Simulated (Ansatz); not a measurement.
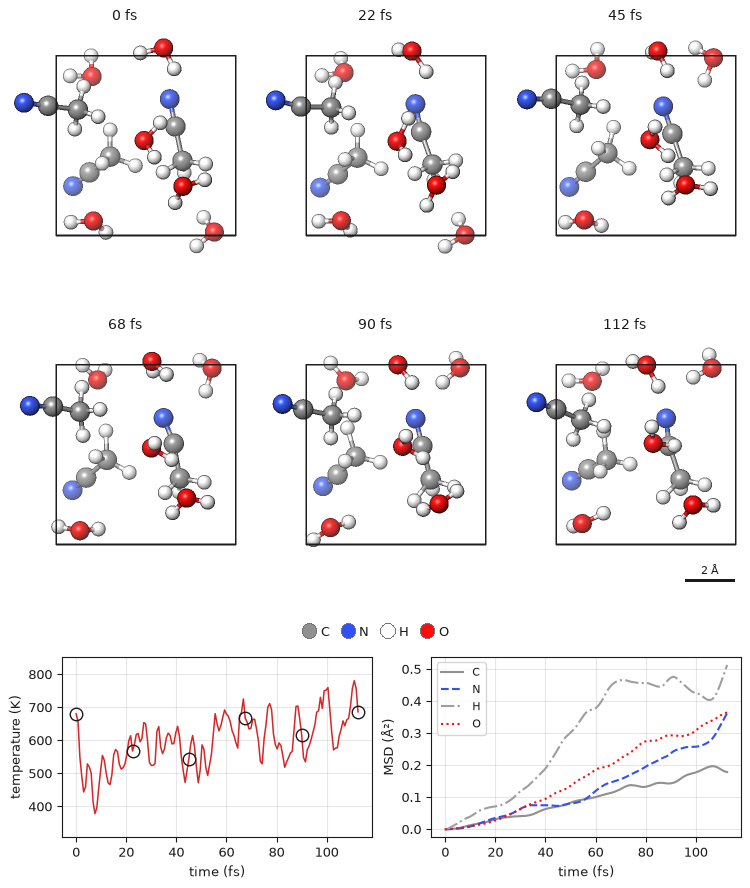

First-principles dynamics of a periodic cell with 3 CH3CN + 6 H2O at 0.967 g/cm³, 112 fs long. Frames and the history of the run. The picture is a ball-and-stick view of the simulation cell, seen along the b axis. Atoms that leave the cell re-enter on the other side.

Computed with DFT PBE-D3(BJ), scalar-relativistic, plane waves, PAW in Ansatz. Run with plane-wave cutoff 420 eV; k-point mesh 1 × 1 × 1; Fermi-Dirac smearing 0.05 eV; low-accuracy preset; Langevin thermostat (NVT); set temperature 700 K; time step 0.75 fs; friction 0.02 per fs.

What happens in this trajectory?

Answer. In the second half of the run the atoms are, in the root-mean-square, this far from where they began (common drift taken out): H 0.66 Å, O 0.52 Å, N 0.46 Å, C 0.38 Å. The heavy atoms stay within a fraction of a molecule's size of their starting places; so short a run doesn't tell a liquid from a solid. The mean temperature in the second half is 641 K (standard deviation 62 K). The potential energy in the second half lies on average 78.9 meV per atom above the first frame.

Limits of the set-up: the program's low-accuracy preset was used; the periodic images lie only 7.3 Å apart, so the values are limited by the cell's size.

Cost: 7.4 min on 1 thread of Intel(R) Xeon(R) Platinum 8259CL CPU @ 2.50GHz (Skylake/Cascade Lake) (shared host), peak memory 0.5 GiB.
